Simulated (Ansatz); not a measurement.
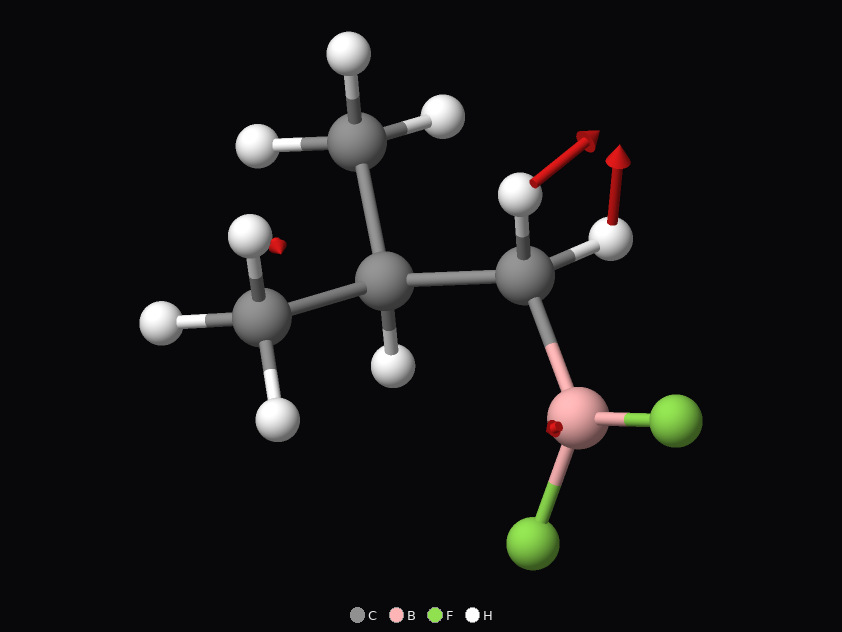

The arrows show one normal mode. Harmonic vibrations computed with RKS PBE0-D4/def2-TZVP (Ansatz 0.2.0) at a stationary point of the same level.

**Estimate its harmonic wavenumber.**

1429 cm⁻¹; it is mode 29 of 42 counted from the lowest.
